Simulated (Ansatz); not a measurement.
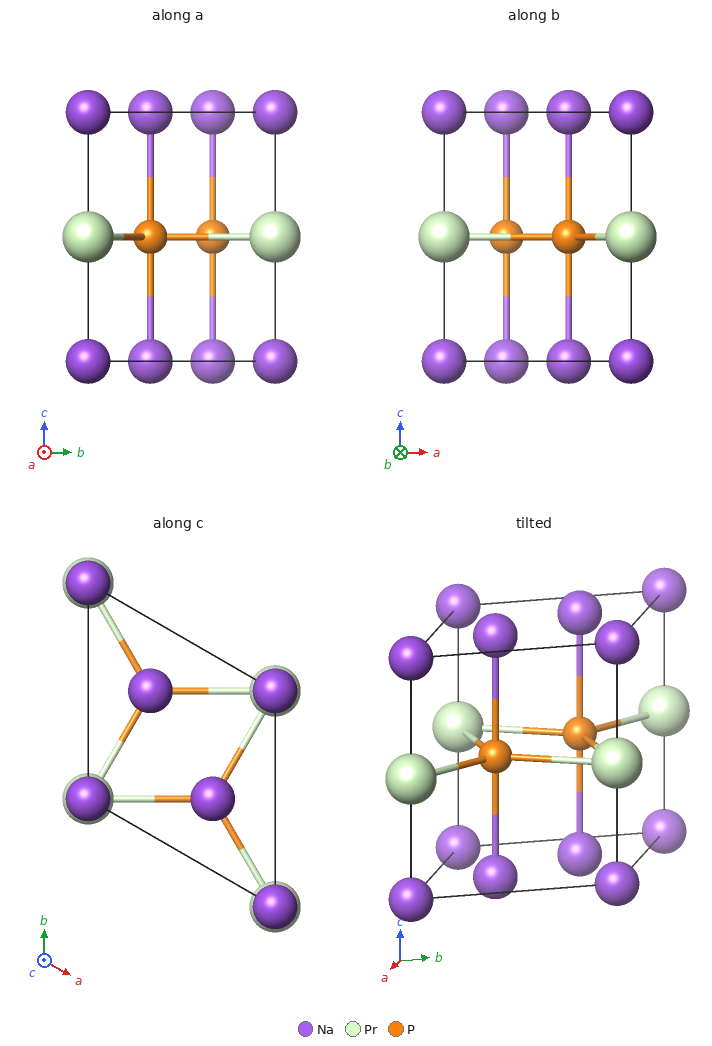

The crystal in a ball-and-stick representation, seen along the a axis, along the b axis, along the c axis and slightly off an axis. The conventional unit cell is drawn as a box.

Lattice parameters: a = 5.349 Å, b = 5.349 Å, c = 6.171 Å, α = 90.00°, β = 90.00°, γ = 120.00°.

**Record the structure as a table of Wyckoff sites.**

Space group P6/mmm (No. 191).
| atom | site | x | y | z |
| --- | --- | --- | --- | --- |
| Na | 2c | 0.3333 | 0.6667 | 0.0000 |
| Na | 1a | 0.0000 | 0.0000 | 0.0000 |
| Pr | 1b | 0.0000 | 0.0000 | 0.5000 |
| P | 2d | 0.3333 | 0.6667 | 0.5000 |

It derives from a random cell made by a generator, so it need not be a real form of the compound. Earlier steps of the study, as a rule a relaxation of our own, may have changed the cell and positions, so they can lie some per cent off the listed ones. It was set up as input for a calculation with Ansatz.
